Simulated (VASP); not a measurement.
Band structure of FePt (L1_0). These are revTPSS meta-GGA, VASP's PBE PAW potentials (set 64) (plane waves; VASP) values and carry that method's errors.

Unless said otherwise, spin-orbit coupling is left out, though it shifts the bands of the heavy elements here.

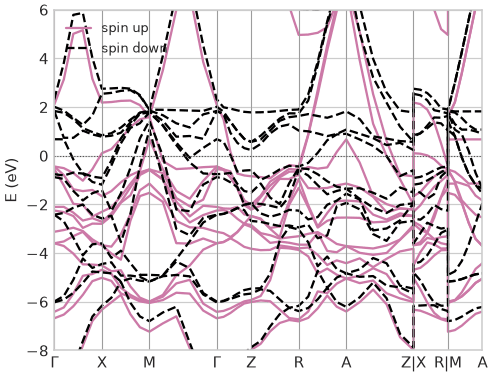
*Bands along high-symmetry lines, zero at the valence-band maximum or, without a gap, the Fermi level*

Problem. Read the plot: is there a gap, and where are the band edges?

Solution. It has no gap at this level: it comes out as a metal or semimetal.

The compound is FePt in the L1_0 structure. It was relaxed first.
